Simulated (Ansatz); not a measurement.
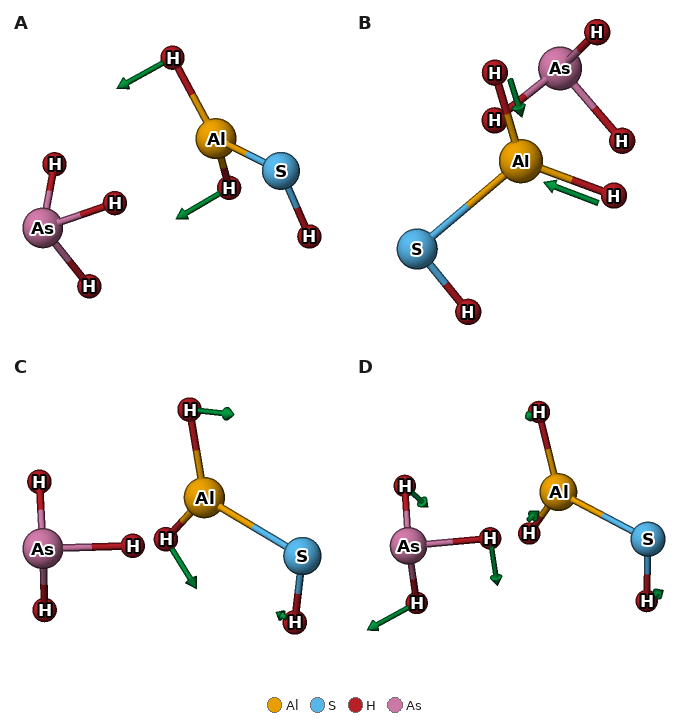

4 normal modes of one molecule or complex, as arrows. Harmonic vibrations computed with RKS PBE0-D4/def2-TZVP (Ansatz 0.2.0) at a stationary point of the same level.

> Match the panels to the wavenumbers 142 cm⁻¹, 602 cm⁻¹, 752 cm⁻¹, 1935 cm⁻¹.

A: 602 cm⁻¹
B: 1935 cm⁻¹, in-phase stretching of 2 Al–H bonds
C: 752 cm⁻¹, angle bending
D: 142 cm⁻¹
